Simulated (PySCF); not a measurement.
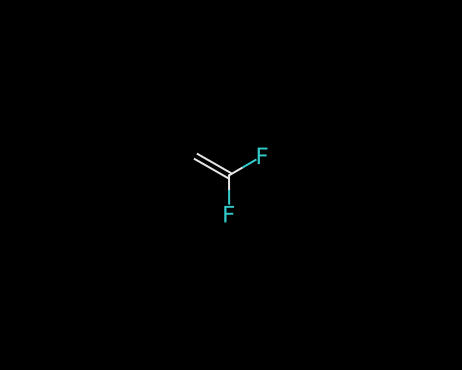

Skeletal drawing of a molecule.

Transcribe the drawing into SMILES.

Answer. C=C(F)F

What is the molecular formula?

Answer. C2H2F2.

The parts below concern this one geometry. Atoms keep their numbers from picture to picture. The geometry was computed by an optimisation with PBE0-D3(BJ)/def2-SVP. No frequency run is at hand to confirm it as a minimum.

## Polarisability

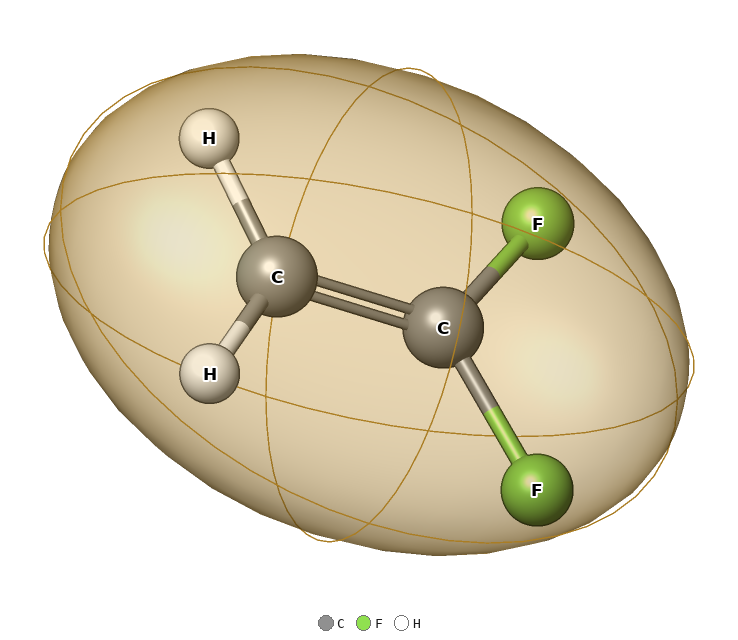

The ellipsoid shows the static dipole polarisability: its half-axes are proportional to the principal values. No frequency run is at hand to confirm it as a minimum. Level of theory: B3LYP/def2-SVPD in chloroform (IEF-PCM) (PySCF 2.14.0).

How large and how anisotropic is the polarisability?

Answer. Principal values 24.5, 30.9, 43.2 bohr³; mean 32.9 bohr³ (4.87 Å³); anisotropy 16.4 bohr³, so the longest axis is 1.76 times the shortest.

## NMR shielding

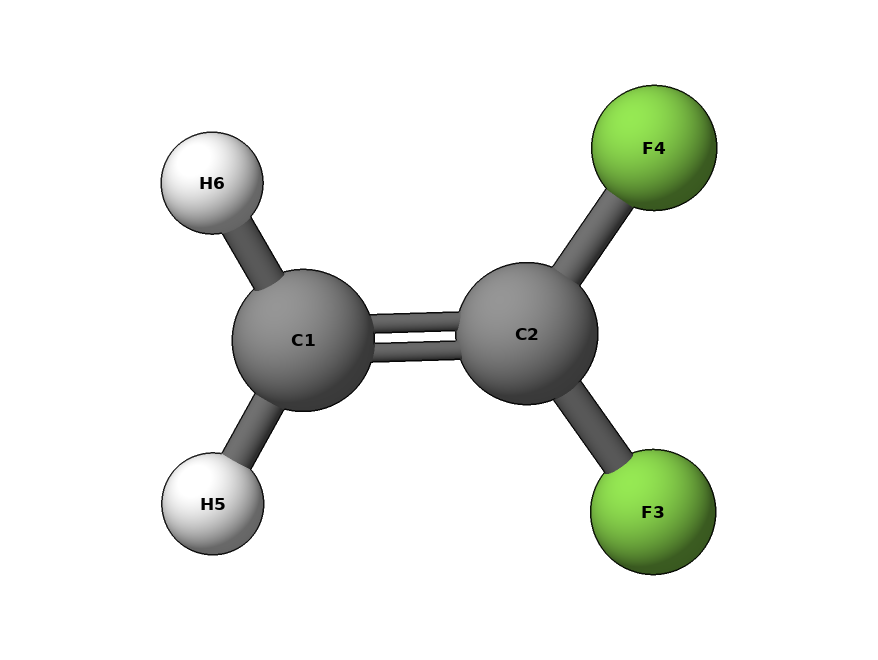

The questions are on isotropic NMR shieldings of the C atoms. No frequency run is at hand to confirm it as a minimum. Method: GIAO PBE0/pcSseg-1 NMR shielding, non-relativistic, IEF-PCM methanol (PySCF 2.14.0).

Give the isotropic NMR shieldings of the C atoms atom by atom.

```json
{"atom": "C1", "σ (ppm)": "117.5"}
{"atom": "C2", "σ (ppm)": "14.4"}
```

## Excitation

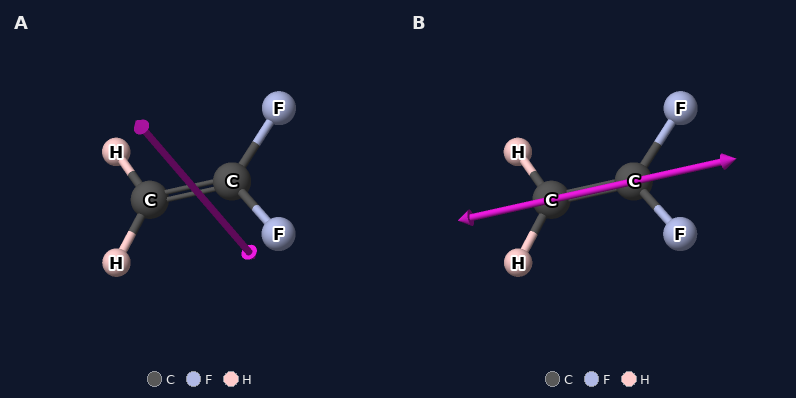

The double arrows show the directions of two transition dipoles from the ground state (lengths mean nothing). No frequency run is at hand to confirm it as a minimum. Method: TDDFT B3LYP/def2-SVPD, vertical, gas phase, core orbitals frozen in the response (PySCF 2.14.0).

One belongs to singlet state 1 and one to singlet state 2. Which is which?

Answer. A: state 1, 6.96 eV (178 nm), oscillator strength 0.036, mainly HOMO → LUMO+1 (weight 1.00); polarised normal to the molecular plane.
B: state 2, 7.81 eV (159 nm), oscillator strength 0.34, mainly HOMO → LUMO (weight 0.94).
